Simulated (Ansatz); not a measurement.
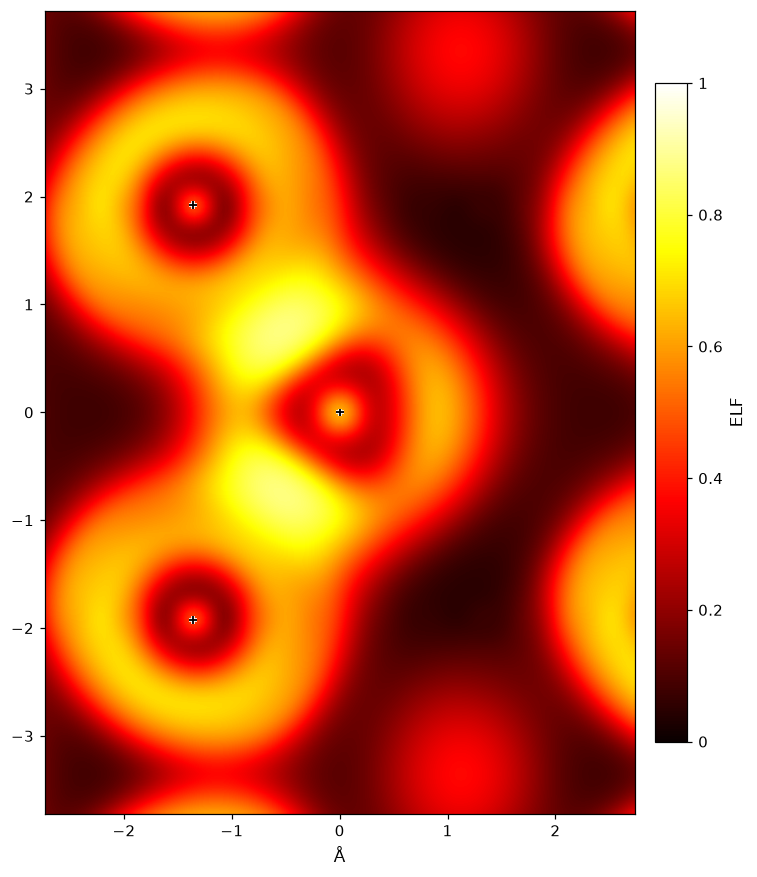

The ELF on a plane through atoms (crosses mark nuclei in the plane).

These are results of Ansatz, DFT PBE, scalar-relativistic, plane waves, PAW, not measurements.

Candidates:
A. SiAs$_{4}$, a = 4.77 Å, b = 4.77 Å, c = 4.77 Å, α = 90.00°, β = 90.00°, γ = 90.00°. Space group P-43m; a structure generated by program, which may or may not match a known phase.
B. ScAs$_{4}$, a = 8.53 Å, b = 8.53 Å, c = 3.24 Å, α = 90.00°, β = 90.00°, γ = 90.00°. Space group I4/mmm; a structure generated by program, which may or may not match a known phase; computed without spin polarisation.
C. Cu$_{3}$W$_{2}$, a = 5.07 Å, b = 5.07 Å, c = 4.65 Å, α = 90.00°, β = 90.00°, γ = 120.00°. Space group P6/mmm; a structure generated by program, which may or may not match a known phase; computed without spin polarisation.

### Which system is this?

Candidate A: SiAs$_{4}$ on the (101) plane of the conventional cell, which holds Si and As. Si–As (2.36 Å): the ELF peaks at about 0.85 between the atoms.
